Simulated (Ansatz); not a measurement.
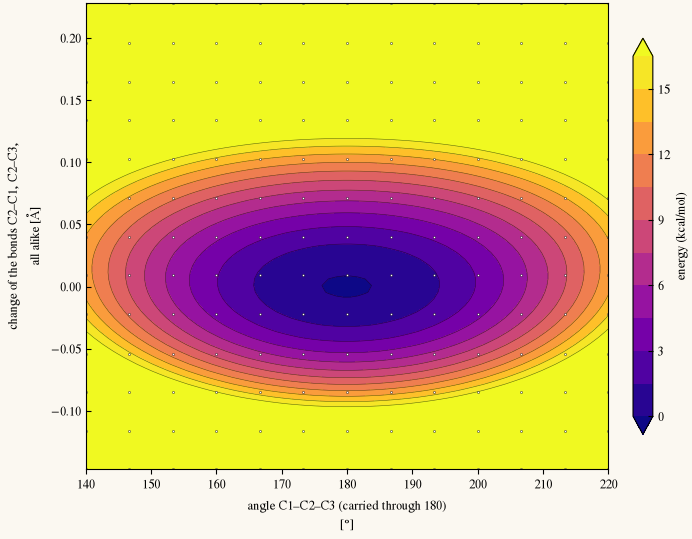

C3H5In, SMILES CC#[C][InH2]. The first coordinate is: angle C1–C2–C3 (carried through 180); the second: change of the bonds C2–C1, C2–C3, all alike. Nothing is relaxed (all other coordinates rigid). Grid: 13 × 13 points. Points are written as (first, second). All energies are given in kcal/mol relative to the lowest grid point. The calculation used Ansatz, RKS PBE-D4/def2-TZVP.

The picture shows filled contours, dots at the grid points, one colour for all values above the top of the scale. Between grid points the surface is interpolated.

Question: Estimate the position of the minimum and the force constants in these coordinates.

Answer: The interpolated minimum is at the first coordinate ≈ 180.0°, the second coordinate ≈ 0.000 Å. The curvatures there are about 2.3 eV/rad² and 127 eV/Å², with a cross term of about 0 eV/(rad·Å). Round the minimum the two coordinates are nearly uncoupled. (1 eV is 23.1 kcal/mol.)
